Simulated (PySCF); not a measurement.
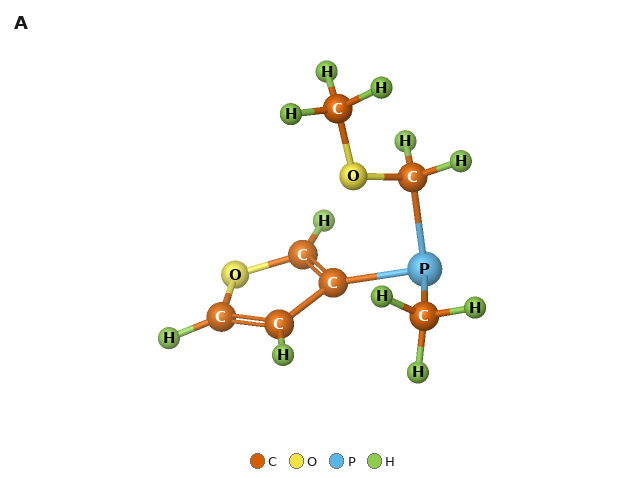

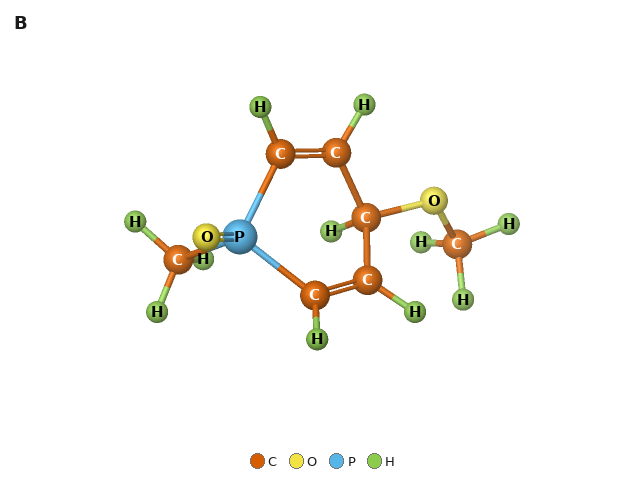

2 stationary structures of one formula. Geometries: GFN2-xTB. Electronic energies: PBE0/pcSseg-1 (PySCF 2.14.0), without zero-point energy. No frequency run is at hand to confirm each as a minimum. Each is one conformer, not always the lowest.

How are they related?

They are constitutional isomers of C7H11O2P: A `COCP(C)c1ccoc1`, B `CO[C@H]1C=C[P@@](C)(=O)C=C1`.

Rank them by energy, lowest first.

B is lowest; A lies 32.9 kJ/mol above it.

The geometry is semi-empirical. Around P such bond lengths and angles can be off by a tenth of an ångström or more and by several degrees, and values that hang on the shape move with them.
